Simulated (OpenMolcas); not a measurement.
Single-point calculation of BH3Cl (part 2 of 2)

BH3Cl, multiplicity 2; NEVPT2/aug-cc-pVDZ (OpenMolcas 26.06). The geometry comes from this level: GFN2-xTB.

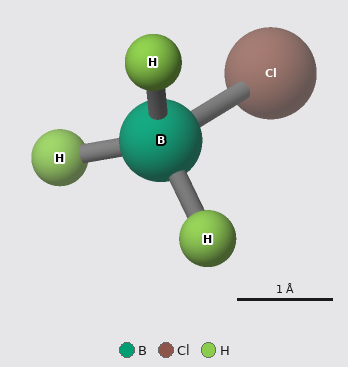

The structure as given in the input (ball-and-stick view, seen at a tilt).

**Log, continued**
```
          9   -0.5689    2.0000
                 5 B1     2px    (-0.2122)   8 B1     2py    (-0.1014)  30 CL2    3px    (-0.7706)  34 CL2    3py    (-0.3691)
                38 CL2    3pz    ( 0.3357)  51 H3     1s     (-0.1825)  60 H4     1s     ( 0.1832)
         10   -0.4934    2.0000
                 5 B1     2px    (-0.1299)   8 B1     2py    ( 0.4945)  11 B1     2pz    ( 0.2466)  34 CL2    3py    ( 0.2648)
                38 CL2    3pz    ( 0.1348)  51 H3     1s     (-0.2924)  52 H3     *s     ( 0.1654)  60 H4     1s     (-0.2873)
                61 H4     *s     ( 0.1629)  69 H5     1s     ( 0.5620)  70 H5     *s     (-0.2132)
         11   -0.4334    2.0000
                 5 B1     2px    ( 0.4728)   8 B1     2py    ( 0.2268)  11 B1     2pz    (-0.2057)  30 CL2    3px    (-0.3810)
                34 CL2    3py    (-0.1820)  38 CL2    3pz    ( 0.1661)  51 H3     1s     ( 0.5102)  52 H3     *s     (-0.2587)
                60 H4     1s     (-0.5133)  61 H4     *s     ( 0.2604)
         12   -0.3259    0.9989
                 3 B1     *s     ( 0.1283)   8 B1     2py    ( 0.1876)   9 B1     *py    ( 0.1003)  30 CL2    3px    ( 0.2216)
                34 CL2    3py    (-0.8681)  38 CL2    3pz    (-0.4456)  51 H3     1s     (-0.1307)  60 H4     1s     (-0.1289)
                69 H5     1s     ( 0.2759)  70 H5     *s     (-0.2322)
         13   -0.6680    1.9812
                 2 B1     2s     ( 0.1295)   3 B1     *s     (-0.1898)   5 B1     2px    (-0.1314)  11 B1     2pz    (-0.2158)
                12 B1     *pz    ( 0.1002)  26 CL2    3s     (-0.4504)  30 CL2    3px    ( 0.4340)  34 CL2    3py    (-0.2565)
                38 CL2    3pz    ( 0.7145)
         14    0.5407    0.0123
                 2 B1     2s     (-0.2463)   3 B1     *s     ( 1.3313)   5 B1     2px    ( 0.2070)   8 B1     2py    (-0.1236)
                11 B1     2pz    ( 0.3397)  12 B1     *pz    (-0.1459)  30 CL2    3px    ( 0.3834)  31 CL2    *px    (-0.3423)
                34 CL2    3py    (-0.2220)  35 CL2    *py    ( 0.1976)  38 CL2    3pz    ( 0.6361)  39 CL2    *pz    (-0.5686)
                41 CL2    *d2-   ( 0.1000)  43 CL2    *d1-   ( 0.3361)  44 CL2    *d1-   ( 0.1149)  45 CL2    *d0    (-0.3290)
                46 CL2    *d0    (-0.1118)  47 CL2    *d1+   (-0.4402)  48 CL2    *d1+   (-0.1496)  49 CL2    *d2+   (-0.1682)
                52 H3     *s     (-0.3570)  61 H4     *s     (-0.3565)  70 H5     *s     (-0.3767)
         15    0.7069    0.0076
                 3 B1     *s     ( 0.2126)  31 CL2    *px    ( 0.1093)  34 CL2    3py    ( 0.3681)  35 CL2    *py    (-0.4341)
                38 CL2    3pz    ( 0.1846)  39 CL2    *pz    (-0.2263)  41 CL2    *d2-   (-0.3982)  42 CL2    *d2-   (-0.1352)
                43 CL2    *d1-   (-0.4662)  44 CL2    *d1-   (-0.1599)  45 CL2    *d0    (-0.5014)  46 CL2    *d0    (-0.1748)
                49 CL2    *d2+   (-0.1143)  52 H3     *s     (-0.1175)  61 H4     *s     (-0.1172)  69 H5     1s     ( 0.1570)

         16    0.0438    0.0000
                 2 B1     2s     (-0.1383)   3 B1     *s     ( 0.9063)   4 B1     *s     (-5.3385)   6 B1     *px    (-0.1127)
                 7 B1     *px    (-0.6547)  10 B1     *py    ( 0.3696)  11 B1     2pz    (-0.1137)  12 B1     *pz    (-0.2028)
                13 B1     *pz    (-1.1015)  26 CL2    3s     (-0.1269)  27 CL2    *s     (-0.1463)  28 CL2    *s     (-0.8090)
                32 CL2    *px    (-0.1826)  36 CL2    *py    ( 0.1058)  39 CL2    *pz    (-0.1051)  40 CL2    *pz    (-0.3028)
                53 H3     *s     ( 2.2030)  62 H4     *s     ( 2.2047)  71 H5     *s     ( 2.3493)
         17    0.0539    0.0000
                 3 B1     *s     (-0.2138)   4 B1     *s     ( 2.8697)   6 B1     *px    (-0.1060)   7 B1     *px    ( 0.6545)
                10 B1     *py    (-2.6642)  12 B1     *pz    (-0.2837)  13 B1     *pz    (-1.4666)  15 B1     *d2-   ( 0.1882)
                17 B1     *d1-   (-0.1285)  23 B1     *d2+   ( 0.2146)  28 CL2    *s     (-0.6749)  32 CL2    *px    (-0.1735)
                36 CL2    *py    ( 0.3472)  53 H3     *s     (-2.8628)  57 H3     *py    (-0.1130)  62 H4     *s     (-2.8006)
                64 H4     *px    ( 0.1155)  70 H5     *s     ( 0.3627)  71 H5     *s     ( 3.0121)
         18    0.0550    0.0000
                 4 B1     *s     (-0.1806)   6 B1     *px    ( 0.1838)   7 B1     *px    ( 2.7992)  10 B1     *py    ( 1.3340)
                13 B1     *pz    (-1.2135)  15 B1     *d2-   (-0.1995)  19 B1     *d0    ( 0.1441)  21 B1     *d1+   (-0.2033)
                23 B1     *d2+   ( 0.1087)  32 CL2    *px    (-0.3121)  36 CL2    *py    (-0.1557)  40 CL2    *pz    ( 0.1485)
                52 H3     *s     (-0.2827)  53 H3     *s     (-3.6265)  61 H4     *s     ( 0.2635)  62 H4     *s     ( 3.7516)
                68 H4     *pz    (-0.1078)  73 H5     *px    ( 0.1042)
         19    0.0560    0.0000
                 3 B1     *s     ( 0.9042)   4 B1     *s     (*******)   6 B1     *px    ( 0.5045)   7 B1     *px    ( 0.3202)
                 9 B1     *py    (-0.3514)  10 B1     *py    (-0.9051)  12 B1     *pz    ( 0.7813)  13 B1     *pz    (-0.1205)
                15 B1     *d2-   ( 0.1377)  19 B1     *d0    (-0.1366)  21 B1     *d1+   (-0.2186)  28 CL2    *s     ( 2.4229)
                31 CL2    *px    ( 0.1290)  32 CL2    *px    ( 0.3294)  36 CL2    *py    (-0.1226)  39 CL2    *pz    ( 0.2196)
                40 CL2    *pz    ( 0.6055)  52 H3     *s     (-0.5301)  53 H3     *s     ( 2.7472)  61 H4     *s     (-0.5381)
                62 H4     *s     ( 2.6405)  70 H5     *s     (-0.3759)  71 H5     *s     ( 4.5053)  75 H5     *py    ( 0.1154)

         20    0.1080    0.0000
                 4 B1     *s     (-0.1148)   6 B1     *px    (-0.3892)   7 B1     *px    (-0.7089)   8 B1     2py    ( 0.1589)
                 9 B1     *py    ( 1.5295)  10 B1     *py    ( 2.8243)  12 B1     *pz    ( 0.7620)  13 B1     *pz    ( 1.4328)
                17 B1     *d1-   ( 0.3731)  19 B1     *d0    ( 0.2498)  23 B1     *d2+   (-0.1306)  36 CL2    *py    ( 0.2312)
                52 H3     *s     ( 0.8205)  53 H3     *s     ( 4.0649)  55 H3     *px    (-0.2163)  61 H4     *s     ( 0.8242)
                62 H4     *s     ( 4.0793)  64 H4     *px    ( 0.1654)  66 H4     *py    ( 0.1205)  68 H4     *pz    (-0.1108)
                70 H5     *s     (-1.6516)  71 H5     *s     (-7.9794)  75 H5     *py    ( 0.3313)  77 H5     *pz    ( 0.2512)

         21    0.1094    0.0000
                 5 B1     2px    ( 0.1608)   6 B1     *px    ( 1.5080)   7 B1     *px    ( 2.6847)   9 B1     *py    ( 0.7149)
                10 B1     *py    ( 1.2644)  12 B1     *pz    (-0.6655)  13 B1     *pz    (-1.1712)  15 B1     *d2-   (-0.2067)
                17 B1     *d1-   ( 0.1918)  23 B1     *d2+   ( 0.3412)  32 CL2    *px    ( 0.1909)  52 H3     *s     (-1.4597)
                53 H3     *s     (-6.9098)  55 H3     *px    ( 0.3343)  57 H3     *py    (-0.1107)  59 H3     *pz    (-0.1394)
                61 H4     *s     ( 1.4663)  62 H4     *s     ( 6.8803)  64 H4     *px    ( 0.1510)  66 H4     *py    ( 0.3418)

         22    0.1121    0.0000
                 3 B1     *s     ( 2.2332)   4 B1     *s     (*******)   6 B1     *px    ( 0.7680)   7 B1     *px    (-0.7326)
                 9 B1     *py    (-0.4287)  10 B1     *py    ( 0.4832)  12 B1     *pz    ( 1.2790)  13 B1     *pz    (-1.1784)
                17 B1     *d1-   ( 0.1082)  19 B1     *d0    (-0.1109)  21 B1     *d1+   (-0.1572)  27 CL2    *s     ( 0.1363)
                28 CL2    *s     ( 2.4705)  32 CL2    *px    ( 1.0757)  36 CL2    *py    (-0.6140)  38 CL2    3pz    (-0.1205)
                39 CL2    *pz    ( 0.1009)  40 CL2    *pz    ( 1.7916)  52 H3     *s     (-1.0365)  53 H3     *s     ( 3.5893)
                55 H3     *px    ( 0.2710)  59 H3     *pz    (-0.1478)  61 H4     *s     (-1.0281)  62 H4     *s     ( 3.6281)
                64 H4     *px    (-0.1811)  66 H4     *py    (-0.2439)  70 H5     *s     (-1.0810)  71 H5     *s     ( 3.3615)
                75 H5     *py    ( 0.2720)  77 H5     *pz    ( 0.1576)
         23    0.1459    0.0000
                 3 B1     *s     ( 0.2284)   4 B1     *s     (-0.3041)   6 B1     *px    (-0.4287)   7 B1     *px    (-0.5601)
                 9 B1     *py    ( 1.7240)  10 B1     *py    ( 2.1249)  12 B1     *pz    ( 0.9028)  13 B1     *pz    ( 1.0441)
                15 B1     *d2-   (-0.3026)  19 B1     *d0    (-0.1667)  23 B1     *d2+   (-0.2372)  32 CL2    *px    ( 0.4585)
                34 CL2    3py    ( 0.1777)  36 CL2    *py    (-1.7882)  40 CL2    *pz    (-0.9026)  52 H3     *s     ( 0.7277)
                53 H3     *s     ( 1.7075)  55 H3     *px    (-0.1595)  61 H4     *s     ( 0.7210)  62 H4     *s     ( 1.6865)
                68 H4     *pz    (-0.1503)  70 H5     *s     (-1.6612)  71 H5     *s     (-3.1037)  75 H5     *py    ( 0.1348)
                77 H5     *pz    ( 0.3379)
--

      Von Neumann Entropy (Root   1) =  0.58949

      Mulliken population analysis for root number:  1
      -----------------------------------------------

++    Molecular charges:
      ------------------

      Mulliken charges per centre and basis function type
      ---------------------------------------------------

                B1      CL2     H3      H4      H5
      1s       2.0042  2.0001  1.3228  1.3231  1.2881
      2s       1.2640  2.0121  0.0000  0.0000  0.0000
      2px      0.9661  1.9997  0.0000  0.0000  0.0000
      2pz      0.6945  1.9998  0.0000  0.0000  0.0000
      2py      1.0289  2.0001  0.0000  0.0000  0.0000
      3s       0.0000  1.9861  0.0000  0.0000  0.0000
      3px      0.0000  1.9319  0.0000  0.0000  0.0000
      3pz      0.0000  1.6981  0.0000  0.0000  0.0000
      3py      0.0000  1.3587  0.0000  0.0000  0.0000
      *s      -0.2893  0.0704 -0.5620 -0.5623 -0.5113
      *px     -0.0643 -0.0317  0.0215 -0.0002  0.0088
      *pz     -0.1154 -0.0381  0.0012  0.0141  0.0280
      *py     -0.0384 -0.0347  0.0100  0.0187  0.0002
      *d2+     0.0437  0.0060  0.0000  0.0000  0.0000
      *d1+     0.0221  0.0160  0.0000  0.0000  0.0000
      *d0      0.0058  0.0204  0.0000  0.0000  0.0000
      *d1-     0.0323  0.0179  0.0000  0.0000  0.0000
      *d2-     0.0253  0.0070  0.0000  0.0000  0.0000
      Total    5.5794 17.0198  0.7935  0.7934  0.8138

      N-E     -0.5794 -0.0198  0.2065  0.2066  0.1862

      Total electronic charge=   25.000000

      Total            charge=   -0.000000
--

      Expectation values of various properties for root number:  1
      -----------------------------------------------------------

++    Molecular properties:
      ---------------------

      Charge (e):
                      =   -0.0000
      Dipole Moment (debye):
      Origin of the operator (angstrom)=   -0.5694    0.3343   -0.9404
                   X= -1.2750E+00               Y=  8.8053E-01               Z= -1.9662E+00           Total=  2.5033E+00
      Quadrupole Moment (debye*angstrom):
      Origin of the operator (angstrom)=   -0.5694    0.3343   -0.9404
                  XX= -2.2709E+01              XY= -7.7194E-02              XZ= -4.7630E-01              YY= -2.1237E+01
                  YZ=  1.2644E+00              ZZ= -2.2258E+01
      In traceless form (debye*angstrom)
                  XX= -9.6151E-01              XY= -1.1579E-01              XZ= -7.1445E-01              YY=  1.2467E+00
                  YZ=  1.8966E+00              ZZ= -2.8514E-01
--

      Mulliken spin population analysis for root number:  1
      ---------------------------------------------------

++    Molecular charges:
      ------------------

      Mulliken spin population per centre and basis function type
      ---------------------------------------------------

                B1      CL2     H3      H4      H5
      1s       0.0000  0.0000  0.0147  0.0143  0.0628
      2s       0.0010 -0.0000  0.0000  0.0000  0.0000
      2px      0.0029 -0.0000  0.0000  0.0000  0.0000
      2pz      0.0105 -0.0000  0.0000  0.0000  0.0000
      2py      0.0284 -0.0000  0.0000  0.0000  0.0000
      3s       0.0000  0.0000  0.0000  0.0000  0.0000
      3px      0.0000  0.0394  0.0000  0.0000  0.0000
      3pz      0.0000  0.1656  0.0000  0.0000  0.0000
      3py      0.0000  0.6745  0.0000  0.0000  0.0000
      *s      -0.0021 -0.0003 -0.0028 -0.0027 -0.0302
      *px      0.0001  0.0021  0.0003  0.0002  0.0003
      *pz      0.0013  0.0078  0.0001  0.0003  0.0048
      *py      0.0048 -0.0077 -0.0002 -0.0004  0.0008
      *d2+     0.0001  0.0002  0.0000  0.0000  0.0000
      *d1+     0.0003  0.0014  0.0000  0.0000  0.0000
      *d0     -0.0013  0.0018  0.0000  0.0000  0.0000
      *d1-     0.0096  0.0017  0.0000  0.0000  0.0000
      *d2-    -0.0053  0.0008  0.0000  0.0000  0.0000
      Total    0.0503  0.8875  0.0120  0.0118  0.0384

      Total electronic spin=    1.000000
--

      Average orbitals are written to the RASORB file
      Natural orbitals for root   1 are written to the RASORB.1 file
      Spin density orbitals for root   1 are written to the SPDORB.1 file

--- Stop Module: rasscf /rc=_RC_ALL_IS_WELL_ ---
--- Module rasscf spent 5 seconds ---

--- Start Module: caspt2 ---

                                              &CASPT2

                       available to each process: 1.9 GB of memory, 1 thread

++    Wave function specifications:
      -----------------------------

      Number of closed shell electrons          10
      Number of electrons in active shells       3
      Max number of holes in RAS1 space          0
      Max number of electrons in RAS3 space      0
      Number of inactive orbitals                5
      Number of active orbitals                  4
      Number of secondary orbitals              62
      Spin quantum number                      0.5
      State symmetry                             1
      Number of CSFs                            20
      Number of CASSCF root(s) available         1
      NEVPT2 state passed to geometry opt.       1
      A file JOBMIX will be created
      This is a CASSCF or RASSCF reference function
--

++    Orbital specifications:
      -----------------------

      Symmetry species                           1
                                                 a
      Frozen orbitals                            6
      Inactive orbitals                          5
      Active orbitals                            4
      Secondary orbitals                        62
      Deleted orbitals                           0
      Number of basis functions                 77
--

++    NEVPT2 specifications:
      ----------------------

      Type of calculation                        SS-NEVPT2
      Internal contraction for energies          partially and strongly contracted
                                                 (PC-NEVPT2 and SC-NEVPT2)
      Denominator threshold for SC-NEVPT2        1.00E-09
      Fock operator                              state-specific
      0th-order Hamiltonian                      DYALL
      IPEA shift                                 0.00
      Real shift                                 0.00
      Imaginary shift                            0.00
      The input orbitals will be transformed to quasi-canonical
--

--------------------------------------------------------------------------------
 Estimated memory requirements:
  POLY3 :                   250840
  RHS:                      348284
  SIGMA :                   406240
  PRPCTL:                        0
 Available workspace:    232485324

++ NEVPT2 computation for group   1

********************************************************************************
 Multi-State initialization phase begins for group   1
--------------------------------------------------------------------------------
********************************************************************************
 Compute H0 matrices for state    1
--------------------------------------------------------------------------------
--------------------------------------------------------------------------------
 H0 matrices have been computed.

********************************************************************************
  NEVPT2 EQUATION SOLUTION
--------------------------------------------------------------------------------

  Total nr of NEVPT2 parameters:
   Before reduction:      176579
   After  reduction:      157958

 Variance of |WF0>:       0.6529305399
-----------------------------------------------------------------------------------------------------------------------------

  FINAL PC-NEVPT2 RESULT:

      Reference energy:        -485.8536628442
      E2 (Non-variational):      -0.2312043871
      E2 (Variational):          -0.2312043871
      Total energy:            -486.0848672313
      Residual norm:              0.0000000000
      Reference weight:           0.91452

      Contributions to the PC-NEVPT2 correlation energy
      Active & Virtual Only:         -0.0111960557
      One Inactive Excited:          -0.0767960625
      Two Inactive Excited:          -0.1432122689

  FINAL SC-NEVPT2 RESULT:

      Reference energy:        -485.8536628442
      E2 (Non-variational):      -0.2295383780
      E2 (Variational):          -0.2295383780
      Total energy:            -486.0832012222
      Residual norm:              0.0000000000
      Reference weight:           0.91705

      Contributions to the SC-NEVPT2 correlation energy
      Active & Virtual only:         -0.0109989996
      One Inactive Excited:          -0.0756850532
      Two Inactive Excited:          -0.1428543252

   (Skip denominator check etc. with SC-NEVPT2 wavefunction)

   (Skipping property calculation,
    use PROP keyword to activate)
--

  Total SC-NEVPT2 energies:
::    SC-NEVPT2 Root  1     Total energy:   -486.08320122

  A NEW JOBIPH FILE NAMED 'JOBMIX' IS PREPARED.
********************************************************************************
--- Stop Module: caspt2 /rc=_RC_ALL_IS_WELL_ ---

.##################.
.# Happy landing! #.
.##################.

    Timing: Wall=8.12 User=6.75 System=0.67
```

This output came from the following input.

**The input**
```
* BClH3 NEVPT2
>>> EXPORT MOLCAS_PRINT=2

&GATEWAY
 COORD
 5
 angstrom
 B        0.082390      -0.047870       0.135930
 Cl      -0.845860       0.496450      -1.396970
 H        1.223080      -0.254620      -0.203070
 H       -0.460100      -1.051350       0.532730
 H        0.000500       0.857390       0.931390
 BASIS=aug-cc-pVDZ
 GROUP=NoSym
 RICD

&SEWARD

&RASSCF
 FILEORB=$CurrDir/step2.RasOrb
 SPIN=2
 NACTEL=3 0 0
 INACTIVE=11
 RAS2=4
 ORBLISTING=Few
 ORBAPPEAR=Compact

&CASPT2
 SC-NEVPT2
```

Command:
```bash
export MOLCAS_MEM=1860
pymolcas step10.input > step10.log
```

**Results in brief**

```csv
quantity,value
outcome,converged
total energy,−486.083201 hartree
basis functions,77
hardware,"1 thread of Arm Neoverse N1, 24 GiB of memory available, shared host"
wall time,8.7 s
peak memory,0.083 GiB
```
